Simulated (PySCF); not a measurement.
# C4H7NSi: electronic excitations at several levels of theory

Aim: compute the electronic excitations of C4H7NSi (`C=C(C)[SiH2]C#N`) at several levels, and see how far they spread and what each costs.

Computed with PySCF 2.14.0, with density-fitted response routines of our own, on a single molecule in the gas phase. Atoms count from 0, in the outputs and in this text.

## 1. The starting structure

13 atoms, charge 0, multiplicity 1; geometry from: GFN2-xTB. The atoms were then displaced at random by about 0.01 Å, so the start is not that level's minimum.

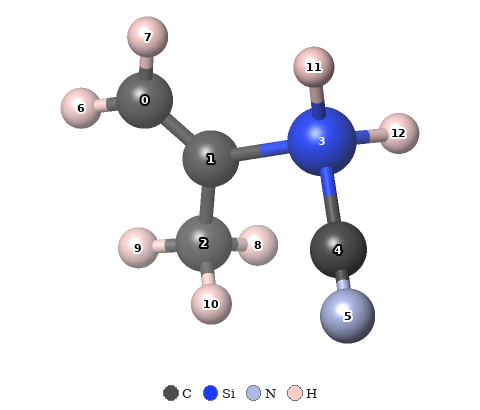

As it starts; carbon dark grey, silicon blue, nitrogen light blue, hydrogen pink, atoms numbered.

## 2. Relaxing the molecule at PBE0-D3(BJ)/def2-SVP

What the job is given:

```
{"job": {"xc": "PBE0", "basis": "def2-SVP", "d3": "d3bj", "grid": 1, "shake": 0.01, "kind": "geom"}, "charge": 0, "multiplicity": 1}
C     -1.011790     1.515310     0.262270
C     -0.477470     0.369290    -0.034910
C     -1.245220    -0.916470     0.109070
Si     1.339000     0.247160    -0.661910
C      2.144450    -1.003570     0.449110
N      2.638280    -1.762520     1.145760
H     -2.040260     1.612530     0.612320
H     -0.486880     2.479000     0.152280
H     -1.287460    -1.426150    -0.820250
H     -2.236710    -0.742020     0.496150
H     -0.714670    -1.576110     0.822340
H      2.038800     1.508590    -0.527530
H      1.345760    -0.321920    -2.015030
```

On the command line:

```sh
OMP_NUM_THREADS=1 python probes_run.py task.json out
```

One launch serves the whole session: the jobs run in the order shown.

The program printed:

```text
step   0  E = -500.22643444  max force = 0.056497
step   1  E = -500.23339549  max force = 0.009924
step   2  E = -500.23364257  max force = 0.001305
step   3  E = -500.23366165  max force = 0.001370
step   4  E = -500.23367841  max force = 0.000448
step   5  E = -500.23368576  max force = 0.000369
optimisation converged
```

Wall time 35 s (1 thread of Arm Neoverse V1, shared host); peak memory 0.48 GiB.

The steps of the relaxation:

```
step  energy from step 0 (eV)  largest force component (eV/Å)
   0                   0.0000                          2.9052
   1                  -0.1894                          0.5103
   2                  -0.1961                          0.0671
   3                  -0.1967                          0.0704
   4                  -0.1971                          0.0230
   5                  -0.1973                          0.0190
```

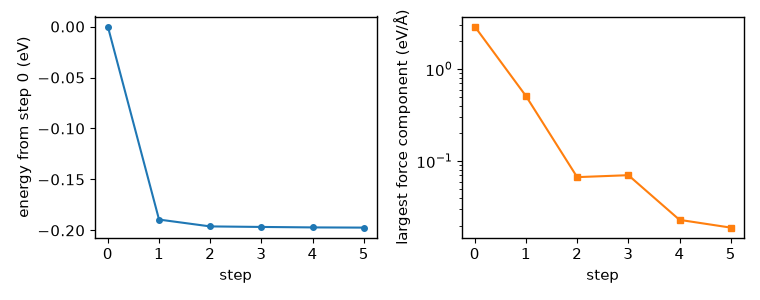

Energy and force, step by step.

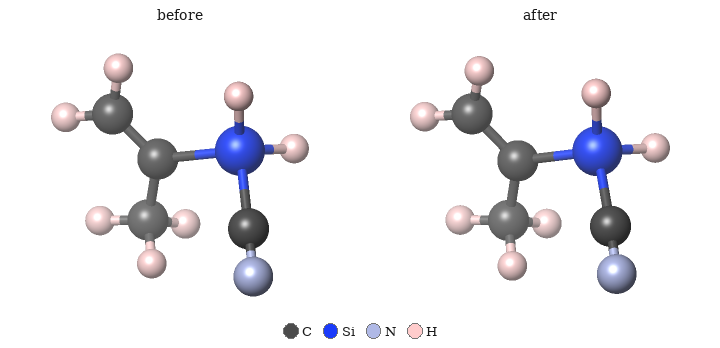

Before and after, at one scale.

Distances of close pairs at the start and the end, largest changes first:

```
   bond  before (Å)  after (Å)  change (Å)
 C1–Si3       1.926      1.870      -0.055
  C0–C1       1.299      1.341      +0.042
  C2–H8       1.061      1.103      +0.042
Si3–H11       1.449      1.488      +0.039
Si3–H12       1.468      1.491      +0.023
  C2–H9       1.079      1.100      +0.022
  C4–N5       1.142      1.160      +0.018
 Si3–C4       1.857      1.866      +0.009
```

The next job starts from the end point, and lists it.

```
                         at the end point                value
  point group (found at 0.08 Å tolerance)                   C1
rotational constants (GHz, main isotopes)  4.770, 1.756, 1.490
                        dipole moment (D)                 3.77
```

## 3. Ultraviolet spectrum: PBE0/def2-SVP

What the job is given:

```
{"job": {"kind": "uv", "xc": "PBE0", "basis": "def2-SVP"}, "charge": 0, "multiplicity": 1}
C     -1.103861     1.593156     0.453844
C     -0.601739     0.392188     0.132090
C     -1.388320    -0.881784     0.236817
Si     1.160338     0.302767    -0.487881
C      2.097061    -0.894817     0.594058
N      2.633801    -1.653115     1.288623
H     -2.135848     1.704640     0.808935
H     -0.514284     2.512359     0.382988
H     -1.455479    -1.392301    -0.738290
H     -2.411028    -0.694852     0.597492
H     -0.902213    -1.589036     0.928964
H      1.843395     1.621441    -0.399009
H      1.254461    -0.254521    -1.867927
```

Method: TDDFT PBE0/def2-SVP, vertical, gas phase, core orbitals frozen in the response.

The program printed:

```text
coarse grid: 11376 points
cycle   1  E = -500.1102399773  dE =  3.680e-01  |g| = 4.157e-01  |ddm| = 3.694e+00
cycle   2  E = -500.0033710952  dE =  1.069e-01  |g| = 7.971e-01  |ddm| = 9.321e-01
cycle   3  E = -500.1526803094  dE = -1.493e-01  |g| = 1.540e-01  |ddm| = 6.040e-01
cycle   4  E = -500.1581516056  dE = -5.471e-03  |g| = 3.312e-02  |ddm| = 1.486e-01
cycle   5  E = -500.1583953722  dE = -2.438e-04  |g| = 1.160e-02  |ddm| = 3.682e-02
cycle   6  E = -500.1584275776  dE = -3.221e-05  |g| = 3.724e-03  |ddm| = 1.308e-02
cycle   7  E = -500.1584312954  dE = -3.718e-06  |g| = 6.537e-04  |ddm| = 4.079e-03
final grid: 105360 points
cycle   8  E = -500.2233428287  dE = -1.476e-05  |g| = 5.899e-03  |ddm| = 1.898e-02
cycle   9  E = -500.2233398648  dE =  2.964e-06  |g| = 6.824e-03  |ddm| = 1.282e-02
cycle  10  E = -500.2233521630  dE = -1.230e-05  |g| = 1.552e-03  |ddm| = 7.016e-03
cycle  11  E = -500.2233527049  dE = -5.419e-07  |g| = 2.179e-04  |ddm| = 1.087e-03
cycle  12  E = -500.2233527160  dE = -1.113e-08  |g| = 5.227e-05  |ddm| = 2.486e-04
cycle  13  E = -500.2233527166  dE = -6.096e-10  |g| = 2.305e-05  |ddm| = 6.503e-05
converged SCF energy = -500.2233527166

Static polarisability (au): isotropic 68.432, principal 54.378 64.922 85.997

Singlet excitations
state   eV       nm        f      main configurations
  1   6.5701    188.7   0.03303   H->L+1 0.53, H->L 0.25, H->L+2 0.10
  2   6.7815    182.8   0.01426   H-1->L 0.57, H->L+1 0.29
  3   6.8017    182.3   0.06217   H->L 0.33, H-1->L 0.24, H->L+2 0.23
  4   6.9922    177.3   0.00520   H-2->L+1 0.26, H-2->L 0.24, H-1->L+1 0.19
  5   7.2491    171.0   0.23316   H->L+2 0.56, H->L 0.31
  6   7.3085    169.6   0.03286   H-1->L+1 0.35, H-2->L 0.30, H-2->L+2 0.11
  7   7.4335    166.8   0.01154   H-1->L+2 0.30, H-2->L+1 0.22, H-3->L 0.17
  8   7.9161    156.6   0.03955   H-2->L 0.28, H-2->L+2 0.18, H-2->L+1 0.14
  9   7.9810    155.3   0.00172   H-3->L+1 0.30, H-3->L 0.17, H-2->L+2 0.13
 10   8.0296    154.4   0.01595   H-3->L+1 0.28, H-3->L 0.21, H-3->L+2 0.16

Triplet excitations (Tamm-Dancoff, eV): 4.1198 5.7196 6.1461 6.2602
```

Run time: 14 s. Hardware: 1 thread of Arm Neoverse V1, shared host; peak memory 0.63 GiB.

Frontier orbitals and where they lie:

```
orbital     eV                       atoms
 HOMO−3  -9.98   N5 53 %, C4 29 %, Si3 7 %
 HOMO−2  -9.52  N5 40 %, C4 29 %, Si3 11 %
 HOMO−1  -9.09  C1 25 %, Si3 18 %, N5 15 %
   HOMO  -8.08    C0 46 %, C1 35 %, C2 4 %
   LUMO  -0.79  C0 35 %, C1 24 %, Si3 15 %
 LUMO+1  -0.27  Si3 29 %, N5 28 %, C4 24 %
 LUMO+2   0.05  Si3 27 %, N5 24 %, C4 24 %
```

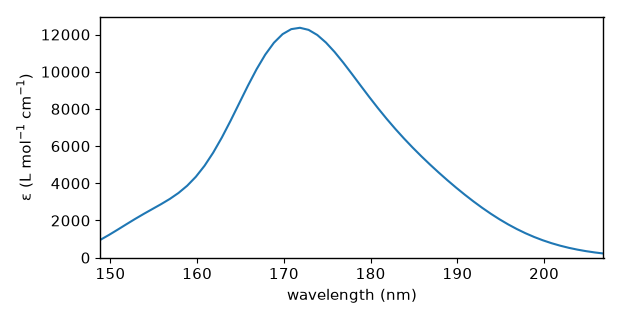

Absorption spectrum: each of the 10 states is a Gaussian band of 0.4 eV half-width at 1/e. Beyond the last state computed it falls off for lack of states.

Further results of this job:

```
           property  computed
  dipole moment (D)      3.77
polarisability (Å³)     10.14
 HOMO–LUMO gap (eV)      7.29
      −ε(HOMO) (eV)      8.08
```

## 4. Excited states and response: PBE0/def2-TZVP

Settings changed since step 3:

```diff
@@ -1,2 +1,2 @@
-{"job": {"kind": "uv", "xc": "PBE0", "basis": "def2-SVP"}, "charge": 0, "multiplicity": 1}
+{"job": {"kind": "uv", "xc": "PBE0", "basis": "def2-TZVP"}, "charge": 0, "multiplicity": 1}
 C     -1.103861     1.593156     0.453844
```

With the program's defaults for keys left out, this is: TDDFT PBE0/def2-TZVP, vertical, gas phase, core orbitals frozen in the response.

The program printed:

```text
coarse grid: 11376 points
cycle   1  E = -500.5163976849  dE =  3.913e-01  |g| = 4.534e-01  |ddm| = 2.747e+00
cycle   2  E = -500.4099611773  dE =  1.064e-01  |g| = 8.199e-01  |ddm| = 7.926e-01
cycle   3  E = -500.5607209855  dE = -1.508e-01  |g| = 1.927e-01  |ddm| = 5.294e-01
cycle   4  E = -500.5685193910  dE = -7.798e-03  |g| = 4.451e-02  |ddm| = 1.240e-01
cycle   5  E = -500.5689490968  dE = -4.297e-04  |g| = 1.425e-02  |ddm| = 3.499e-02
cycle   6  E = -500.5689944324  dE = -4.534e-05  |g| = 4.592e-03  |ddm| = 1.079e-02
cycle   7  E = -500.5689997307  dE = -5.298e-06  |g| = 9.983e-04  |ddm| = 3.417e-03
final grid: 105360 points
cycle   8  E = -500.5574632244  dE = -3.919e-05  |g| = 6.633e-03  |ddm| = 4.724e-02
cycle   9  E = -500.5574583261  dE =  4.898e-06  |g| = 7.871e-03  |ddm| = 1.037e-02
cycle  10  E = -500.5574732647  dE = -1.494e-05  |g| = 2.000e-03  |ddm| = 5.672e-03
cycle  11  E = -500.5574741152  dE = -8.505e-07  |g| = 4.361e-04  |ddm| = 1.107e-03
cycle  12  E = -500.5574741553  dE = -4.003e-08  |g| = 1.115e-04  |ddm| = 3.410e-04
cycle  13  E = -500.5574741581  dE = -2.808e-09  |g| = 4.403e-05  |ddm| = 1.048e-04
cycle  14  E = -500.5574741585  dE = -4.629e-10  |g| = 1.383e-05  |ddm| = 3.172e-05
converged SCF energy = -500.5574741585

Static polarisability (au): isotropic 76.444, principal 62.508 72.248 94.577

Singlet excitations
state   eV       nm        f      main configurations
  1   6.4022    193.7   0.03971   H->L+1 0.51, H->L 0.32, H->L+2 0.10
  2   6.6340    186.9   0.05942   H->L+1 0.35, H->L+2 0.31, H->L 0.27
  3   6.6406    186.7   0.00487   H-1->L 0.81, H->L+1 0.09
  4   6.8609    180.7   0.00595   H-2->L+1 0.26, H-2->L 0.25, H-1->L+1 0.19
  5   6.9711    177.9   0.24799   H->L+2 0.55, H->L 0.34
  6   7.1506    173.4   0.01769   H-1->L+1 0.33, H-2->L 0.28, H-2->L+2 0.12
  7   7.2596    170.8   0.00745   H-1->L+2 0.32, H-2->L+1 0.19, H-3->L 0.17
  8   7.7288    160.4   0.07067   H->L+3 0.46, H-3->L+1 0.11, H-1->L+1 0.11
  9   7.7831    159.3   0.00311   H-2->L 0.30, H->L+3 0.22, H-2->L+2 0.22
 10   7.8564    157.8   0.00328   H-3->L+1 0.45, H-3->L+2 0.13, H-1->L+1 0.12

Triplet excitations (Tamm-Dancoff, eV): 4.0924 5.6387 6.0157 6.1462
```

Run time: 43 s. Hardware: 1 thread of Arm Neoverse V1, shared host; peak memory 0.91 GiB.

Key values: HOMO -8.14 eV, LUMO -0.96 eV; lowest singlet 6.40 eV.

## 5. TDDFT and polarisability: PBE0/aug-cc-pVDZ

Settings changed since step 4:

```diff
@@ -1,2 +1,2 @@
-{"job": {"kind": "uv", "xc": "PBE0", "basis": "def2-TZVP"}, "charge": 0, "multiplicity": 1}
+{"job": {"kind": "uv", "xc": "PBE0", "basis": "aug-cc-pVDZ"}, "charge": 0, "multiplicity": 1}
 C     -1.103861     1.593156     0.453844
```

Level: TDDFT PBE0/aug-cc-pVDZ, vertical, gas phase, core orbitals frozen in the response.

The program printed:

```text
coarse grid: 11376 points
cycle   1  E = -500.4277618008  dE =  4.369e-01  |g| = 4.192e-01  |ddm| = 1.044e+01
cycle   2  E = -500.3231292808  dE =  1.046e-01  |g| = 7.928e-01  |ddm| = 2.548e+00
cycle   3  E = -500.4703597309  dE = -1.472e-01  |g| = 1.646e-01  |ddm| = 1.333e+00
cycle   4  E = -500.4765166752  dE = -6.157e-03  |g| = 3.498e-02  |ddm| = 3.375e-01
cycle   5  E = -500.4767882470  dE = -2.716e-04  |g| = 1.260e-02  |ddm| = 9.795e-02
cycle   6  E = -500.4768266293  dE = -3.838e-05  |g| = 3.858e-03  |ddm| = 3.143e-02
cycle   7  E = -500.4768305878  dE = -3.958e-06  |g| = 7.386e-04  |ddm| = 8.274e-03
final grid: 105360 points
cycle   8  E = -500.4917589891  dE = -1.970e-05  |g| = 6.463e-03  |ddm| = 1.875e-01
cycle   9  E = -500.4917554597  dE =  3.529e-06  |g| = 7.436e-03  |ddm| = 4.218e-02
cycle  10  E = -500.4917705230  dE = -1.506e-05  |g| = 1.299e-03  |ddm| = 2.045e-02
cycle  11  E = -500.4917708885  dE = -3.655e-07  |g| = 3.524e-04  |ddm| = 2.086e-03
cycle  12  E = -500.4917709158  dE = -2.736e-08  |g| = 8.178e-05  |ddm| = 6.739e-04
cycle  13  E = -500.4917709173  dE = -1.526e-09  |g| = 3.257e-05  |ddm| = 2.517e-04
cycle  14  E = -500.4917709176  dE = -2.523e-10  |g| = 1.095e-05  |ddm| = 8.217e-05
converged SCF energy = -500.4917709176

Static polarisability (au): isotropic 80.495, principal 67.089 76.266 98.129

Singlet excitations
state   eV       nm        f      main configurations
  1   6.3738    194.5   0.04851   H->L+1 0.54, H->L 0.34
  2   6.6146    187.4   0.06531   H->L+2 0.35, H->L+1 0.32, H->L 0.25
  3   6.6564    186.3   0.00547   H-1->L 0.82
  4   6.8449    181.1   0.19171   H->L+2 0.55, H->L 0.31
  5   6.8960    179.8   0.00203   H-2->L 0.23, H-2->L+1 0.23, H-1->L+1 0.16
  6   7.0059    177.0   0.05373   H->L+3 0.90
  7   7.1835    172.6   0.01206   H-2->L 0.29, H-1->L+1 0.27, H-1->L+2 0.12
  8   7.2885    170.1   0.00556   H-1->L+2 0.25, H-2->L+1 0.14, H-3->L 0.13
  9   7.4323    166.8   0.02623   H->L+4 0.76
 10   7.5993    163.2   0.00255   H->L+5 0.65, H->L+6 0.18, H->L+4 0.13

Triplet excitations (Tamm-Dancoff, eV): 4.1111 5.6793 6.0683 6.1956
```

Wall time 36 s (1 thread of Arm Neoverse V1, shared host); peak memory 0.84 GiB.

Key values: HOMO -8.12 eV, LUMO -0.98 eV; lowest singlet 6.37 eV.

## 6. Excited states and response: PBE0/def2-TZVPD

Settings changed since step 5:

```diff
@@ -1,2 +1,2 @@
-{"job": {"kind": "uv", "xc": "PBE0", "basis": "aug-cc-pVDZ"}, "charge": 0, "multiplicity": 1}
+{"job": {"kind": "uv", "xc": "PBE0", "basis": "def2-TZVPD"}, "charge": 0, "multiplicity": 1}
 C     -1.103861     1.593156     0.453844
```

With the program's defaults for keys left out, this is: TDDFT PBE0/def2-TZVPD, vertical, gas phase, core orbitals frozen in the response.

The program printed:

```text
coarse grid: 11376 points
cycle   1  E = -500.5172998737  dE =  3.910e-01  |g| = 4.530e-01  |ddm| = 3.584e+00
cycle   2  E = -500.4105224166  dE =  1.068e-01  |g| = 8.204e-01  |ddm| = 1.434e+00
cycle   3  E = -500.5614927200  dE = -1.510e-01  |g| = 1.929e-01  |ddm| = 6.835e-01
cycle   4  E = -500.5692864385  dE = -7.794e-03  |g| = 4.476e-02  |ddm| = 1.549e-01
cycle   5  E = -500.5697221401  dE = -4.357e-04  |g| = 1.427e-02  |ddm| = 6.004e-02
cycle   6  E = -500.5697676212  dE = -4.548e-05  |g| = 4.601e-03  |ddm| = 1.632e-02
cycle   7  E = -500.5697729237  dE = -5.303e-06  |g| = 1.014e-03  |ddm| = 5.509e-03
final grid: 105360 points
cycle   8  E = -500.5582549910  dE = -4.211e-05  |g| = 6.656e-03  |ddm| = 2.369e-01
cycle   9  E = -500.5582499189  dE =  5.072e-06  |g| = 7.942e-03  |ddm| = 1.667e-02
cycle  10  E = -500.5582650697  dE = -1.515e-05  |g| = 2.054e-03  |ddm| = 8.072e-03
cycle  11  E = -500.5582659665  dE = -8.968e-07  |g| = 4.436e-04  |ddm| = 1.407e-03
cycle  12  E = -500.5582660079  dE = -4.139e-08  |g| = 1.165e-04  |ddm| = 6.239e-04
cycle  13  E = -500.5582660110  dE = -3.074e-09  |g| = 4.595e-05  |ddm| = 1.509e-04
cycle  14  E = -500.5582660115  dE = -5.031e-10  |g| = 1.432e-05  |ddm| = 5.929e-05
converged SCF energy = -500.5582660115

Static polarisability (au): isotropic 80.182, principal 66.712 76.165 97.669

Singlet excitations
state   eV       nm        f      main configurations
  1   6.3441    195.4   0.04253   H->L+1 0.50, H->L 0.34, H->L+2 0.10
  2   6.5753    188.6   0.05105   H->L+1 0.38, H->L+2 0.35, H->L 0.22
  3   6.6106    187.6   0.00423   H-1->L 0.83
  4   6.8404    181.3   0.00763   H-2->L+1 0.24, H-2->L 0.24, H-1->L+1 0.19
  5   6.8807    180.2   0.24399   H->L+2 0.51, H->L 0.36
  6   7.1210    174.1   0.01466   H-1->L+1 0.31, H-2->L 0.28, H-2->L+2 0.10
  7   7.2054    172.1   0.01544   H->L+3 0.65, H-1->L+2 0.10
  8   7.2350    171.4   0.00712   H->L+3 0.30, H-1->L+2 0.23, H-2->L+1 0.12
  9   7.5403    164.4   0.04340   H->L+4 0.86
 10   7.7245    160.5   0.03225   H-2->L 0.26, H-2->L+1 0.22, H-1->L+1 0.17

Triplet excitations (Tamm-Dancoff, eV): 4.0869 5.6315 5.9988 6.1332
```

Wall time 67 s (1 thread of Arm Neoverse V1, shared host); peak memory 1.1 GiB.

This run: HOMO -8.15 eV, LUMO -1.01 eV; lowest singlet 6.34 eV.

## 7. TDDFT and polarisability: PBE0/6-31+G*

Settings changed since step 6:

```diff
@@ -1,2 +1,2 @@
-{"job": {"kind": "uv", "xc": "PBE0", "basis": "def2-TZVPD"}, "charge": 0, "multiplicity": 1}
+{"job": {"kind": "uv", "xc": "PBE0", "basis": "6-31+G*"}, "charge": 0, "multiplicity": 1}
 C     -1.103861     1.593156     0.453844
```

Method: TDDFT PBE0/6-31+G*, vertical, gas phase, core orbitals frozen in the response.

The program printed:

```text
coarse grid: 11376 points
cycle   1  E = -500.4657049860  dE =  4.193e-01  |g| = 4.182e-01  |ddm| = 3.772e+00
cycle   2  E = -500.3683437336  dE =  9.736e-02  |g| = 7.720e-01  |ddm| = 1.796e+00
cycle   3  E = -500.5081962815  dE = -1.399e-01  |g| = 1.694e-01  |ddm| = 1.226e+00
cycle   4  E = -500.5147359738  dE = -6.540e-03  |g| = 3.458e-02  |ddm| = 2.181e-01
cycle   5  E = -500.5149986152  dE = -2.626e-04  |g| = 1.233e-02  |ddm| = 6.807e-02
cycle   6  E = -500.5150356697  dE = -3.705e-05  |g| = 3.592e-03  |ddm| = 2.263e-02
cycle   7  E = -500.5150391103  dE = -3.441e-06  |g| = 7.165e-04  |ddm| = 6.500e-03
final grid: 105360 points
cycle   8  E = -500.4566077030  dE = -1.704e-05  |g| = 6.479e-03  |ddm| = 6.140e-02
cycle   9  E = -500.4566039196  dE =  3.783e-06  |g| = 7.600e-03  |ddm| = 2.020e-02
cycle  10  E = -500.4566191894  dE = -1.527e-05  |g| = 1.735e-03  |ddm| = 1.171e-02
cycle  11  E = -500.4566198616  dE = -6.722e-07  |g| = 2.630e-04  |ddm| = 1.977e-03
cycle  12  E = -500.4566198774  dE = -1.581e-08  |g| = 6.964e-05  |ddm| = 6.602e-04
cycle  13  E = -500.4566198787  dE = -1.276e-09  |g| = 2.127e-05  |ddm| = 1.968e-04
cycle  14  E = -500.4566198788  dE = -9.231e-11  |g| = 9.762e-06  |ddm| = 5.180e-05
converged SCF energy = -500.4566198788

Static polarisability (au): isotropic 74.240, principal 61.318 68.359 93.045

Singlet excitations
state   eV       nm        f      main configurations
  1   6.3713    194.6   0.03950   H->L+1 0.60, H->L 0.32
  2   6.6642    186.0   0.07723   H->L+2 0.39, H->L+1 0.30, H->L 0.27
  3   6.7385    184.0   0.00429   H-1->L 0.85
  4   6.9314    178.9   0.21148   H->L+2 0.36, H->L 0.29, H-2->L+1 0.09
  5   6.9493    178.4   0.04324   H-2->L 0.19, H-2->L+1 0.19, H->L+2 0.17
  6   7.1661    173.0   0.01121   H->L+3 0.93
  7   7.2430    171.2   0.02038   H-1->L+1 0.30, H-2->L 0.26, H-2->L+2 0.10
  8   7.3429    168.8   0.00674   H-1->L+2 0.32, H-2->L+1 0.14, H-3->L 0.14
  9   7.5234    164.8   0.03468   H->L+4 0.86
 10   7.8236    158.5   0.03239   H-2->L+1 0.26, H-2->L 0.26, H-1->L+1 0.19

Triplet excitations (Tamm-Dancoff, eV): 4.1040 5.7026 6.1397 6.2255
```

Run time: 18 s. Hardware: 1 thread of Arm Neoverse V1, shared host; peak memory 0.66 GiB.

Key values: HOMO -8.10 eV, LUMO -0.93 eV; lowest singlet 6.37 eV.

## 8. Comparing the runs: electronic excitations

Excitations and ground-state properties, with basis size and wall time:

```
             run  lowest singlet (eV)  brightest (eV)      f  gap (eV)  α (Å³)  μ (D)  functions  time
   PBE0/def2-SVP                 6.57            7.25  0.233      7.29   10.14   3.77        123  14 s
  PBE0/def2-TZVP                 6.40            6.97  0.248      7.17   11.33   3.96        234  43 s
PBE0/aug-cc-pVDZ                 6.37            6.84  0.192      7.14   11.93   4.00        205  36 s
 PBE0/def2-TZVPD                 6.34            6.88  0.244      7.14   11.88   3.98        291  67 s
    PBE0/6-31+G*                 6.37            6.93  0.211      7.17   11.00   4.02        126  18 s
```

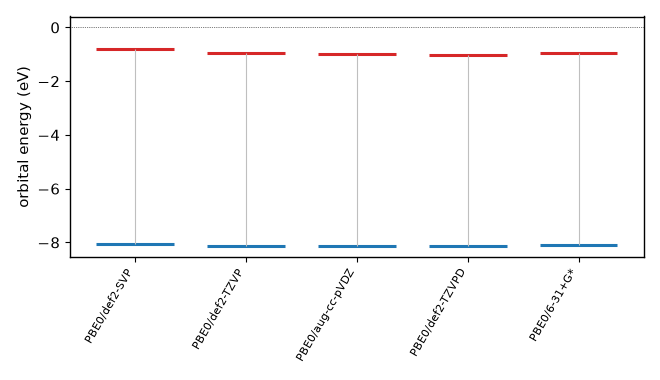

HOMO (blue) and LUMO (red) run by run.

## 9. Outcome

| quantity | value |
| --- | --- |
| point group | C1 |
| rotational constants (main isotopes) | 4.77, 1.76, 1.49 GHz |
| lowest singlet (PBE0/def2-SVP) | 6.57 eV (189 nm), f = 0.033 |
| brightest single state of those computed | state 5, 7.25 eV, f = 0.233 |
| lowest triplet | 4.12 eV |
| range of the lowest singlet | 6.34 to 6.57 eV |

Single values in the summary come from the first run of each kind that ended normally (PBE0/def2-SVP), which need not be the best level. Over 5 steps the energy fell by 0.197 eV; of the close pairs, C1–Si3 changed most, 1.926 to 1.870 Å. The first singlet state (HOMO→LUMO+1 0.53, HOMO→LUMO 0.25) lies at 6.57 eV and is weak; of the 10 states computed, the strongest absorption comes from state 5 at 7.25 eV. The lowest triplet lies 2.45 eV below the lowest singlet (triplets in Tamm-Dancoff, singlets in full TDDFT). The basis of PBE0/def2-SVP has no diffuse functions, so Rydberg states are missing and the high states are unreliable. The lowest singlet runs from 6.34 eV (PBE0/def2-TZVPD) to 6.57 eV (PBE0/def2-SVP), while the orbital gap spans 7.14 to 7.29 eV. The lowest state need not be the same one in every run.
